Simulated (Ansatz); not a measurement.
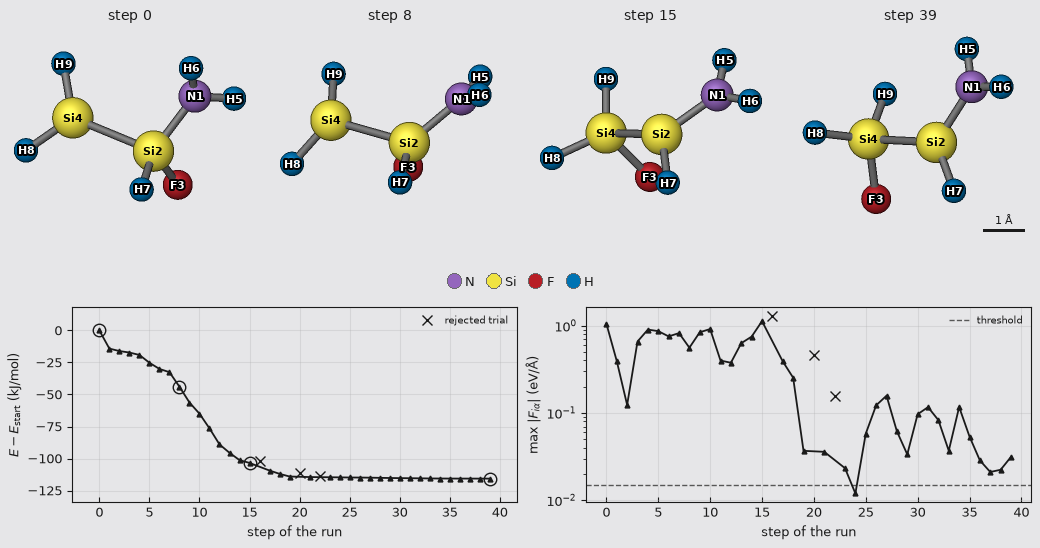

Frames of a relaxation of Si2NH5F (charge +1), marked on the history of the run. The picture is a ball-and-stick view, seen at a tilt.

The run prepares an end point of a later path (torsion) calculation, from a guessed geometry.

Level of theory: RKS revPBE-D4/def2-SVP in Ansatz. (no spin polarisation; force threshold 0.015 eV/Å; at most 40 steps)

> What happens along the run?

The relaxation stopped without meeting its thresholds, so the last structure isn't shown to be converged. It used up its limit of 40 steps. The atom that moves furthest after the best rigid fit is F3 (2.25 Å). By element the largest moves are F 2.25 Å, H 1.73 Å, Si 0.79 Å, N 0.55 Å. Near-neighbour distances that change, for instance: Si2–F3 1.598 → 3.140 Å, F3–Si4 3.066 → 1.630 Å, Si2–H7 1.454 → 1.495 Å, Si4–H8 1.470 → 1.494 Å. New bonds form: F3–Si4 (3.07 → 1.63 Å). Bonds break: Si2–F3 (1.60 → 3.14 Å). Among the angles between lasting bonds that change: Si2–Si4–H9 127.9° → 106.4°, Si2–Si4–H8 126.5° → 106.7°, N1–Si2–Si4 105.5° → 121.5°. After 36 accepted moves (39 points after the start) the energy has fallen by 115.7 kJ/mol. Largest force component: 1.1 eV/Å at the start, 0.031 eV/Å at the end. The line search rejected the trial steps at points 16, 20, 22 of the run. The forces were under the threshold at step 24, but the run went on from there. From step 0 to 8: H6 moves most (1.04 Å), energy −43.9 kJ/mol. From step 8 to 15: F3 moves most (0.89 Å), energy −59.5 kJ/mol. From step 15 to 39: F3 moves most (0.96 Å), energy −12.3 kJ/mol.
